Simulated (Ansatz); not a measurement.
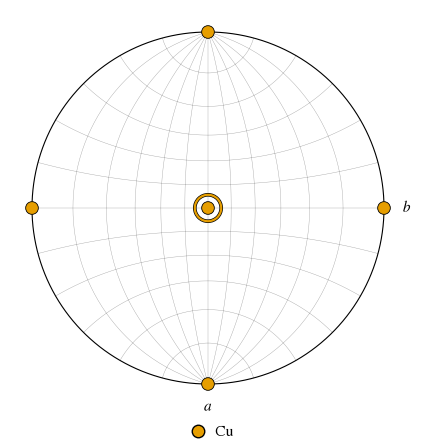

Crystal: GaCu, the end point of a relaxation with DFT PBE, scalar-relativistic, plane waves, PAW in Ansatz; the starting structure was generated, so it need not be a known form of this composition. Directions from one gallium atom at (1/2, 0, 0) to its bonded neighbours, in stereographic projection down c (filled: above the plane of the page or in it, open: below). Symmetry computed with spglib at a tolerance of 0.002 Å; standard conventional cell.

Neighbours are counted up to 2.85 Å for Cu.

```
CELL_PARAMETERS angstrom
5.08685 0.00000 0.00000
0.00000 5.08685 0.00000
0.00000 0.00000 5.08685
ATOMIC_POSITIONS crystal
Ga 0.50000 0.00000 0.00000
Cu 0.00000 0.00000 0.00000
Ga 0.50000 0.50000 0.50000
Cu 0.00000 0.50000 0.50000
Ga 0.00000 0.00000 0.50000
Cu 0.50000 0.00000 0.50000
Ga 0.00000 0.50000 0.00000
Cu 0.50000 0.50000 0.00000
```

### How many neighbours are there, and at what angles?

6: 6 Cu at 2.54 Å. Angles between bonds: 90° (12×), 180° (3×).

### What is the site's symmetry in the crystal?

Point group m-3m (Oh), order 48: three fourfold axes, four threefold axes, six twofold axes, nine mirror planes, an inversion centre. In No. 225, Fm-3m this is Wyckoff position 4b.
